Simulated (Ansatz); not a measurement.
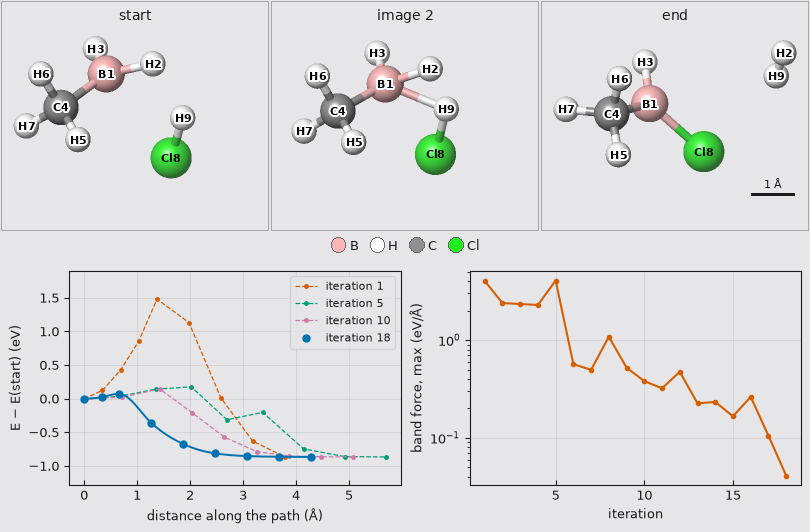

A nudged-elastic-band calculation for CH₆BCl. Images are numbered from 0 (start) to 8 (end). The plot follows the band through its iterations. The picture is a ball-and-stick view, seen at a tilt.

All numbers below come from RKS PBE/def2-SVP (Ansatz 0.2.0). Set-up: 7 movable images; climbing image; force threshold 0.05 eV/Å; iteration limit 60; starting path through a guess of the saddle point.

**Did the band converge, and can the barrier be trusted?**

The result is final at these settings. The band converged in 18 iterations. The largest component of the band force went from 4 to 0.041 eV/Å. The climbing image converged on the top of the path. Its vibrational analysis gives one imaginary mode (353i cm⁻¹), as a transition state must have. The first iteration put the highest image at 1.48 eV. The energy climbs by 0.07 eV to image 2 and then falls by 0.94 eV, so the end point sits at −0.86 eV.

The run took 3.2 min on 1 thread of Arm Neoverse V2 (shared host), peak memory 0.13 GiB.
